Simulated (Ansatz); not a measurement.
## Ligand exchange: CH5Cl3Si2 + C3H6Sn → CH6Cl2Si2 + C3H5ClSn

Species: CH5Cl3Si2 `Cl[SiH2]C[SiH](Cl)Cl`, singlet; C3H6Sn `C#[C][SnH2][CH3]`, singlet; CH6Cl2Si2 `[SiH3]C[SiH](Cl)Cl`, singlet; C3H5ClSn `C#[C][SnH]([CH3])[Cl]`, singlet. The partners trade Cl for H: Si–Cl and Sn–H bonds give way to Si–H and Sn–Cl.

Shapes, held fixed at every level: PBE0-D4/def2-TZVP. Flexible molecules stand in one conformer, not always the lowest. Programs: Ansatz 0.2.0. Electronic energies: no zero-point or thermal term.

```tsv
level	kind	ΔE (kJ/mol)	CPU time (sum over the molecules)
B3LYP-D4/def2-TZVPP	global hybrid	-2.0	2.1 min
BHLYP-D4/def2-TZVPP	global hybrid	-2.4	89 s
PBE0-D4/def2-TZVPP	global hybrid	+2.1	94 s
r2SCAN0-D4/def2-TZVPP	global hybrid	+2.4	2 min
wB97X-V/def2-TZVPP	range-separated hybrid	+0.7	2.8 min
MP2/def2-SVP	perturbation theory	-4.9	–
MP2/def2-TZVPP	perturbation theory	+2.9	–
```

MP2/def2-TZVPP gives ΔE = +2.9 kJ/mol; the levels span -4.9 to +2.9. That is about zero within the method's error. They disagree on the sign: 4 of 7 are positive. The median of the levels is +0.7. No measured value is set beside it here. For atoms past krypton def2 sets carry core potentials with scalar relativity. Correlated rows may include outer-core shells of Sn, which these sets cover unevenly. Times are processor times on shared x86 and Arm servers, and rough.

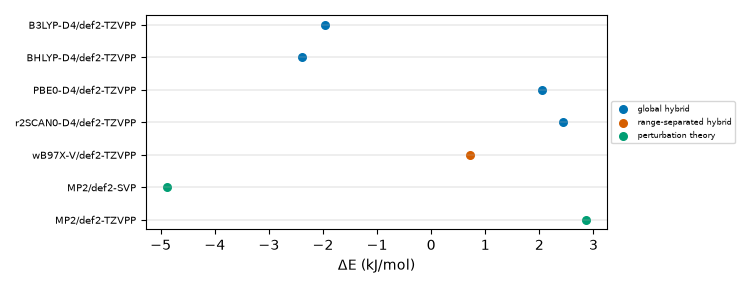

The values of the table, level by level.
